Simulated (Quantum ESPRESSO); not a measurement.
# TePb (Fm-3m): modes at Γ and the response to a field, part 2 of 5

Aim: the zone-centre modes of TePb (Fm-3m).

Quantum ESPRESSO 7.5; DFT PBE, scalar-relativistic, plane waves, GBRV ultrasoft pseudopotentials.

So far. Step 2 (A first look): A gap of 0.71 eV opens on this mesh, so the crystal is taken as an insulator; the start stands at 2.0 GPa. Step 4 (Self-consistent run for the response): The cell stands at -0.018 GPa, close enough for phonons.

## Step 5: Zone-centre response

At q = 0 one unit cell holds all displacements; symmetry groups them into irreducible representations that are solved one by one. The response to a field gives ε∞ and the Born charges, which polar modes need.

Contents of ph.in:

```
phonons
&INPUTPH
  prefix = 'x'
  outdir = './tmp'
  fildyn = 'g.dyn'
  tr2_ph = 1.0d-18
  epsil  = .true.
/
0.000000000000 0.000000000000 0.000000000000
```

Started as:

```sh
$ OMP_NUM_THREADS=1 mpirun -n 4 ph.x -nk 4 -in ph.in > ph.out
```

Log:

```text
[banners, grids, parts of the stress and lines that vanish by symmetry left out]
[banner, memory and clock lines left out]
Program PHONON v.7.5

     ./tmp/x.save/

     IMPORTANT: XC functional enforced from input :
     Exchange-correlation= PBE
                           (   1   4   3   4   0   0   0)
     Any further DFT definition will be discarded
     Please, verify this is what you really want

     G-vector sticks info

     negative rho (up, down):  1.558E-02 0.000E+00
     Reading collected, re-writing distributed wavefunctions in ./tmp/

     Number and degeneracy of irreps per q-point
       N         xq(1)         xq(2)         xq(3)   N irreps
       1   0.000000000   0.000000000   0.000000000       2
        3   3

     Calculation of q =    0.0000000   0.0000000   0.0000000

     phonons

     bravais-lattice index     =            0
     lattice parameter (alat)  =       8.7692  a.u.
     unit-cell volume          =     476.8236 (a.u.)^3
     number of atoms/cell      =            2
     number of atomic types    =            2
     kinetic-energy cut-off    =      50.0000  Ry
     charge density cut-off    =     400.0000  Ry
     convergence threshold     =      1.0E-18
     beta                      =       0.7000
     number of iterations used =            4
     Exchange-correlation= PBE
                           (   1   4   3   4   0   0   0)

     celldm(1)=    8.76915  celldm(2)=    0.00000  celldm(3)=    0.00000
     celldm(4)=    0.00000  celldm(5)=    0.00000  celldm(6)=    0.00000

     crystal axes: (cart. coord. in units of alat)
               a(1) = ( -0.7071  0.0000  0.7071 )
               a(2) = (  0.0000  0.7071  0.7071 )
               a(3) = ( -0.7071  0.7071  0.0000 )

     reciprocal axes: (cart. coord. in units 2 pi/alat)
               b(1) = ( -0.7071 -0.7071  0.7071 )
               b(2) = (  0.7071  0.7071  0.7071 )
               b(3) = ( -0.7071  0.7071 -0.7071 )

     Atoms inside the unit cell:

     Cartesian axes

     site n.  atom      mass           positions (alat units)
        1  Te    127.6000   tau(    1) = (   -0.70711    0.70711    0.70711  )
        2  Pb    207.2000   tau(    2) = (    0.00000    0.00000    0.00000  )

     Computing dynamical matrix for
                    q = (   0.0000000   0.0000000   0.0000000 )

     49 Sym.Ops. (with q -> -q+G )

     G cutoff =  779.1399  (  64431 G-vectors)     FFT grid: ( 60, 60, 60)
     G cutoff =  389.5699  (  22899 G-vectors)  smooth grid: ( 40, 40, 40)
     number of k points=    29
                       cart. coord. in units 2pi/alat
        k(    1) = (   0.0000000   0.0000000   0.0000000), wk =   0.0039062
        k(    2) = (  -0.0883883   0.0883883  -0.0883883), wk =   0.0312500
        k(    3) = (  -0.1767767   0.1767767  -0.1767767), wk =   0.0312500
        [... further k-points left out ...]

     PseudoPot. # 1 for Te read from file:
     ./pseudo/Te.upf
     Pseudo is Ultrasoft + core correction, Zval =  6.0
     Using radial grid of  891 points,  5 beta functions with:
                l(1) =   0
                l(2) =   0
                l(3) =   1
                l(4) =   1
                l(5) =   2
     Q(r) pseudized with  6 coefficients,  rinner =    1.800   1.800   1.800
                                                       1.800   1.800

     PseudoPot. # 2 for Pb read from file:
     ./pseudo/Pb.upf
     Pseudo is Ultrasoft + core correction, Zval = 14.0
     Using radial grid of  899 points,  6 beta functions with:
                l(1) =   0
                l(2) =   0
                l(3) =   1
                l(4) =   1
                l(5) =   2
                l(6) =   2
     Q(r) pseudized with  6 coefficients,  rinner =    1.000   1.000   1.000
                                                       1.000   1.000

     Mode symmetry, O_h (m-3m)  point group:

     Electric field:
     Dielectric constant
     Born effective charges as d Force / d E

     Atomic displacements:
     There are    2 irreducible representations

     Representation     1      3 modes -  To be done

     Representation     2      3 modes -  To be done

     Alpha used in Ewald sum =   2.8000

     negative rho (up, down):  1.558E-02 0.000E+00

     Electric Fields Calculation

      iter #   1   av.it.:   7.7
      thresh= 1.000E-02 alpha_mix =  0.700 |ddv_scf|^2 =  1.363E-07

      iter #   2   av.it.:  15.8
      thresh= 3.692E-05 alpha_mix =  0.700 |ddv_scf|^2 =  1.352E-08

      iter #   3   av.it.:  16.3
      thresh= 1.163E-05 alpha_mix =  0.700 |ddv_scf|^2 =  1.633E-09

      iter #   4   av.it.:  16.1
      thresh= 4.041E-06 alpha_mix =  0.700 |ddv_scf|^2 =  2.138E-10

      iter #   5   av.it.:  15.8
      thresh= 1.462E-06 alpha_mix =  0.700 |ddv_scf|^2 =  6.578E-13

      iter #   6   av.it.:  16.1
      thresh= 8.111E-08 alpha_mix =  0.700 |ddv_scf|^2 =  3.615E-15

      iter #   7   av.it.:  16.0
      thresh= 6.013E-09 alpha_mix =  0.700 |ddv_scf|^2 =  2.660E-16

      iter #   8   av.it.:  15.9
      thresh= 1.631E-09 alpha_mix =  0.700 |ddv_scf|^2 =  2.231E-18

      iter #   9   av.it.:  16.6
      thresh= 1.494E-10 alpha_mix =  0.700 |ddv_scf|^2 =  2.692E-20

     End of electric fields calculation

          Dielectric constant in cartesian axis

          (      27.493730662       0.000000000       0.000000000 )
          (       0.000000000      27.493730662      -0.000000000 )
          (       0.000000000      -0.000000000      27.493730662 )

          Effective charges (d Force / dE) in cartesian axis without acoustic sum rule applied (asr)

           atom    1  Te    Mean Z*:       -5.74512
      Ex  (       -5.74512       -0.00000        0.00000 )
      Ey  (       -0.00000       -5.74512        0.00000 )
      Ez  (       -0.00000        0.00000       -5.74512 )
           atom    2  Pb    Mean Z*:        5.72424
      Ex  (        5.72424        0.00000        0.00000 )
      Ey  (        0.00000        5.72424        0.00000 )
      Ez  (       -0.00000       -0.00000        5.72424 )

          Effective charges Sum: Mean:       -0.02088
             -0.02088        0.00000       -0.00000
              0.00000       -0.02088        0.00000
              0.00000        0.00000       -0.02088

          Effective charges (d Force / dE) in cartesian axis with asr applied:
           atom    1  Te    Mean Z*:       -5.73468
      E*x (       -5.73468       -0.00000        0.00000 )
      E*y (       -0.00000       -5.73468        0.00000 )
      E*z (        0.00000        0.00000       -5.73468 )
           atom    2  Pb    Mean Z*:        5.73468
      E*x (        5.73468        0.00000       -0.00000 )
      E*y (        0.00000        5.73468       -0.00000 )
      E*z (       -0.00000       -0.00000        5.73468 )

     Representation #   1 modes #   1   2   3

     Self-consistent Calculation

      iter #   1   av.it.:   8.4
      thresh= 1.000E-02 alpha_mix =  0.700 |ddv_scf|^2 =  6.178E-07

      iter #   2   av.it.:  17.4
      thresh= 7.860E-05 alpha_mix =  0.700 |ddv_scf|^2 =  2.259E-07

      iter #   3   av.it.:  16.8
      thresh= 4.753E-05 alpha_mix =  0.700 |ddv_scf|^2 =  1.633E-10

      iter #   4   av.it.:  17.6
      thresh= 1.278E-06 alpha_mix =  0.700 |ddv_scf|^2 =  1.001E-11

      iter #   5   av.it.:  17.6
      thresh= 3.165E-07 alpha_mix =  0.700 |ddv_scf|^2 =  8.608E-13

[...]
End of self-consistent calculation

     Convergence has been achieved

     Representation #   2 modes #   4   5   6

     Self-consistent Calculation

[...]
iter #   2   av.it.:  16.2
      thresh= 1.090E-05 alpha_mix =  0.700 |ddv_scf|^2 =  1.906E-09

      iter #   3   av.it.:  16.8
      thresh= 4.366E-06 alpha_mix =  0.700 |ddv_scf|^2 =  1.119E-10

      iter #   4   av.it.:  17.0
      thresh= 1.058E-06 alpha_mix =  0.700 |ddv_scf|^2 =  4.471E-12

      iter #   5   av.it.:  17.0
      thresh= 2.114E-07 alpha_mix =  0.700 |ddv_scf|^2 =  6.600E-14

      iter #   6   av.it.:  16.6
      thresh= 2.569E-08 alpha_mix =  0.700 |ddv_scf|^2 =  1.565E-15

      iter #   7   av.it.:  16.9
      thresh= 3.956E-09 alpha_mix =  0.700 |ddv_scf|^2 =  3.707E-17

      iter #   8   av.it.:  17.0
      thresh= 6.088E-10 alpha_mix =  0.700 |ddv_scf|^2 =  5.743E-19

     End of self-consistent calculation

     Convergence has been achieved

     Number of q in the star =    1
     List of q in the star:
          1   0.000000000   0.000000000   0.000000000

          Dielectric constant in cartesian axis

          (      27.493730662       0.000000000       0.000000000 )
          (       0.000000000      27.493730662      -0.000000000 )
          (       0.000000000      -0.000000000      27.493730662 )

          Effective charges (d Force / dE) in cartesian axis without acoustic sum rule applied (asr)

           atom    1  Te    Mean Z*:       -5.74512
      Ex  (       -5.74512       -0.00000        0.00000 )
      Ey  (       -0.00000       -5.74512        0.00000 )
      Ez  (       -0.00000        0.00000       -5.74512 )
           atom    2  Pb    Mean Z*:        5.72424
      Ex  (        5.72424        0.00000        0.00000 )
      Ey  (        0.00000        5.72424        0.00000 )
      Ez  (       -0.00000       -0.00000        5.72424 )

          Effective charges Sum: Mean:       -0.02088
             -0.02088        0.00000       -0.00000
              0.00000       -0.02088        0.00000
              0.00000        0.00000       -0.02088

          Effective charges (d Force / dE) in cartesian axis with asr applied:
           atom    1  Te    Mean Z*:       -5.73468
      E*x (       -5.73468       -0.00000        0.00000 )
      E*y (       -0.00000       -5.73468        0.00000 )
      E*z (        0.00000        0.00000       -5.73468 )
           atom    2  Pb    Mean Z*:        5.73468
      E*x (        5.73468        0.00000       -0.00000 )
      E*y (        0.00000        5.73468       -0.00000 )
      E*z (       -0.00000       -0.00000        5.73468 )

     Diagonalizing the dynamical matrix

     q = (    0.000000000   0.000000000   0.000000000 )

 **************************************************************************
     freq (    1) =      -0.023516 [THz] =      -0.784395 [cm-1]
     freq (    2) =      -0.023516 [THz] =      -0.784395 [cm-1]
     freq (    3) =      -0.023516 [THz] =      -0.784395 [cm-1]
     freq (    4) =       0.592017 [THz] =      19.747550 [cm-1]
     freq (    5) =       0.592017 [THz] =      19.747550 [cm-1]
     freq (    6) =       0.592017 [THz] =      19.747550 [cm-1]
 **************************************************************************

     Mode symmetry, O_h (m-3m)  point group:

     freq (   1-   3) =         -0.8  [cm-1]   --> T_1u G_15  G_4- I
     freq (   4-   6) =         19.7  [cm-1]   --> T_1u G_15  G_4- I
```

It took 2.8 min on 4 MPI ranks of Arm Neoverse V2, shared host.

Numbers from this step:

| Item | Value |
| --- | --- |
| miss of the charge sum rule | 0.02088 e |
| largest acoustic frequency at the zone centre before the sum rule | -0.78 cm⁻¹ |
| highest optical zone-centre mode (no LO-TO term) | 19.75 cm⁻¹ |
| lowest optical zone-centre mode | 19.75 cm⁻¹ |
| mean high-frequency dielectric constant | 27.49 |
| largest Born charge in size (third of the trace) | 5.745 e |

Born charge (rows field, columns displacement), before the sum rule (e), principal values of the symmetric part by kind of site:

| atom | atoms with these values | low | middle | high | mean |
| --- | --- | --- | --- | --- | --- |
| Te1 | 1 | -5.75 | -5.75 | -5.75 | -5.75 |
| Pb2 | 1 | 5.72 | 5.72 | 5.72 | 5.72 |

In full for Te1:

```
-5.75  0.00  0.00
 0.00 -5.75  0.00
 0.00  0.00 -5.75
```

High-frequency dielectric tensor:

```
27.49  0.00  0.00
 0.00 27.49  0.00
 0.00  0.00 27.49
```

The acoustic modes at Γ come out as far as 0.8 cm⁻¹ from zero, where they should vanish, a small numerical error; the Born charges miss their sum rule by 0.021 e, which is fair.

## Step 6: Modes with the sum rule

A rigid shift of the crystal must cost nothing, but grids and finite bases break this; the acoustic sum rule is imposed before the matrix is diagonalised again. With Born charges the intensities follow, and the static dielectric tensor.

Contents of dynmat.in:

```
&INPUT
  fildyn = 'g.dyn'
  asr    = 'simple'
  fileig = 'dynmat.eig'
  lperm  = .true.
/
```

Started as:

```sh
$ dynmat.x -in dynmat.in > dynmat.out
```

Log:

```text
[banner, memory and clock lines left out]
Program DYNMAT v.7.5

     Reading Dynamical Matrix from file g.dyn
     ...Force constants read
     ...epsilon and Z* read
     A direction for q was not specified:TO-LO splitting will be absent

     Polarizability (A^3 units)
     multiply by 0.101717 for Clausius-Mossotti correction
       148.968496    0.000000    0.000000
         0.000000  148.968496   -0.000000
         0.000000   -0.000000  148.968496

     IR activities are in (D/A)^2/amu units

# mode   [cm-1]    [THz]      IR
    1     -0.00   -0.0000    0.0000
    2      0.00    0.0000    0.0000
    3      0.00    0.0000    0.0000
    4     19.77    0.5927    9.6080
    5     19.77    0.5927    9.6080
    6     19.77    0.5927    9.6080

Electronic dielectric permittivity tensor (relative, adimensional)
        27.493731    0.000000    0.000000
         0.000000   27.493731   -0.000000
         0.000000   -0.000000   27.493731

 ... with zone-center polar mode contributions
       769.543624    0.000000    0.000000
         0.000000  769.543624    0.000000
         0.000000    0.000000  769.543624
```

The job ended after 0.51 s (1 thread).

This step gave:

- highest optical zone-centre mode (no LO-TO term): 19.77 cm⁻¹
- lowest optical zone-centre mode: 19.77 cm⁻¹
- mean static dielectric constant: 769.5

Unit eigenvectors of the mass-weighted matrix after the sum rule; no LO-TO term. The modes at Γ (shares of kinetic energy by element, %):

| mode | frequency (cm⁻¹) | symmetry | Te % | Pb % |
| --- | --- | --- | --- | --- |
| 1 | 0.0 | acoustic | 38 | 62 |
| 2 | 0.0 | acoustic | 38 | 62 |
| 3 | 0.0 | acoustic | 38 | 62 |
| 4 | 19.8 | T1u | 62 | 38 |
| 5 | 19.8 | T1u | 62 | 38 |
| 6 | 19.8 | T1u | 62 | 38 |

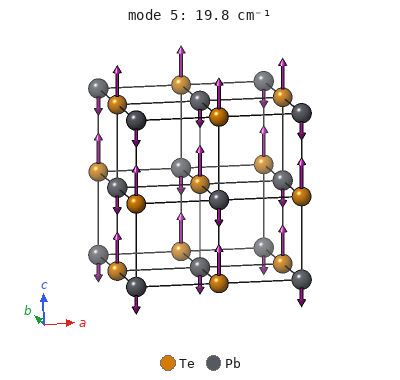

Displacement patterns of mode 5 at Γ; arrows are exaggerated. Some periodic images of atoms are drawn too.

Degenerate modes summed, no LO-TO term. Infrared lines, with heights relative to the strongest:

| position (cm⁻¹) | lines merged | label | IR intensity, relative |
| --- | --- | --- | --- |
| 20 | 3 | T1u | 100 |

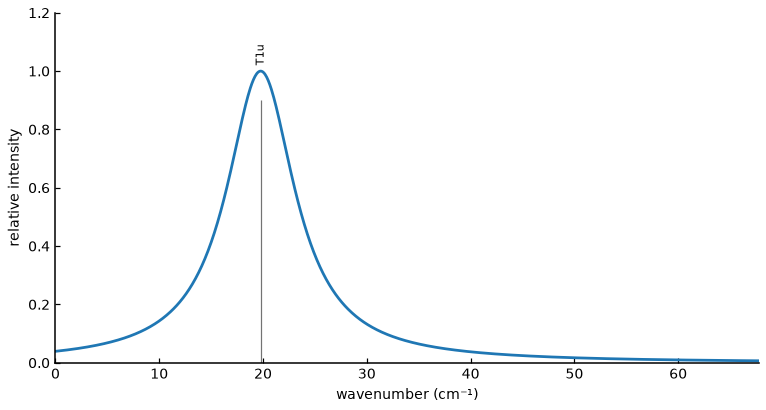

The infrared spectrum, broadened with Lorentzians of width 8 cm⁻¹; bars mark the lines.

Static dielectric tensor (ions relaxed, fixed cell):

```
769.5   0.0   0.0
  0.0 769.5   0.0
  0.0   0.0 769.5
```

The rule moves no optical mode by more than 0.1 cm⁻¹.

(Part 2 of 5 ends here.)

[Host names and launcher messages were left out of these logs when they were recorded.]

[Logs are printed without paths, hosts, clocks, repeated set-up lines and the standing remarks that a program may print on its own settings, such as how far it seeks lower states.]

[Hosts, paths, dates, database ids (printed as entryN), source tags and the programs' standing remarks are cut or masked in the printed files.]
